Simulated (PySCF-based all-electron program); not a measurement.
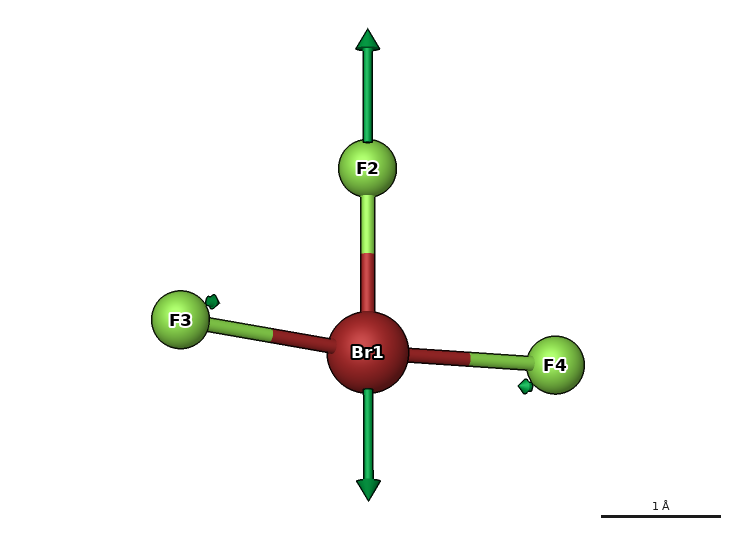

Arrows show the forces on the atoms, 0.2 Å of arrow for 1 eV/Å; forces under a tenth of the largest aren't drawn. Level of theory: HSE06, all-electron, scalar-relativistic (Koelling-Harmon), large uncontracted Gaussian sets (PySCF-based all-electron program).

Question: Which bond do the forces act along most?

Answer: Br1–F2, now 1.591 Å: the forces push its atoms apart, so a first step downhill lengthens it.

List the force components in the frame of the picture (x right, y up, z towards the viewer), in eV/Å.

```
atom     Fx     Fy     Fz
 Br1   0.02  −4.79   0.99
  F2   0.01   4.85  −1.01
  F3   0.53  −0.10  −0.31
  F4  −0.56   0.04   0.33
```
